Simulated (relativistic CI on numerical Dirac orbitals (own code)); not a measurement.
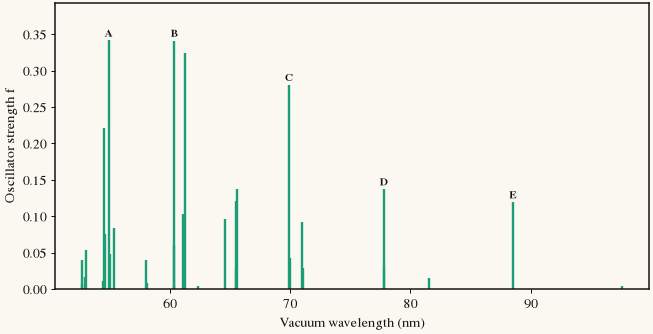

Computed spectrum: absorption lines from the lowest level (oscillator strengths f) of an atom or ion with 16 electrons. The calculation used relativistic CI on Dirac orbitals, KLI exchange-only orbitals, Breit term, model QED, valence Slater integrals scaled by 0.85, configurations tied to the tabulated ionisation limit.

### Identify the ion and assign the lettered lines.

Cl II (Cl⁺). A: 3s² 3p³ 4d ³D°₃ ← 3s² 3p⁴ ³P₂, 54.92 nm, f = 0.34; B: 3s² 3p³ 4d J = 3 (odd, mixed, level 104) ← 3s² 3p⁴ ³P₂, 60.39 nm, f = 0.34; C: 3s² 3p³ 3d ³D°₃ ← 3s² 3p⁴ ³P₂, 69.91 nm, f = 0.28; D: 3s² 3p³ 4s ³D°₃ ← 3s² 3p⁴ ³P₂, 77.79 nm, f = 0.14; E: 3s² 3p³ 4s ³S°₁ ← 3s² 3p⁴ ³P₂, 88.52 nm, f = 0.12.

Limits of the model: configurations built on the next ion are tied to the tabulated ionisation energy, low ones can still be off by several thousand cm⁻¹ and the others by 10000 or more; rates and lifetimes follow the computed energies and can be off by orders of magnitude; one shift a configuration: terms inside it, and wavelengths, can be off by thousands of cm⁻¹; the fine structure of a weakly bound d or f electron outside closed shells is too small or inverted; only a limited list of configurations is included, so lower levels can be missing; only lines among the lowest 213 of 926 levels are drawn, so those from 3s² 3p³ 5g are incomplete.
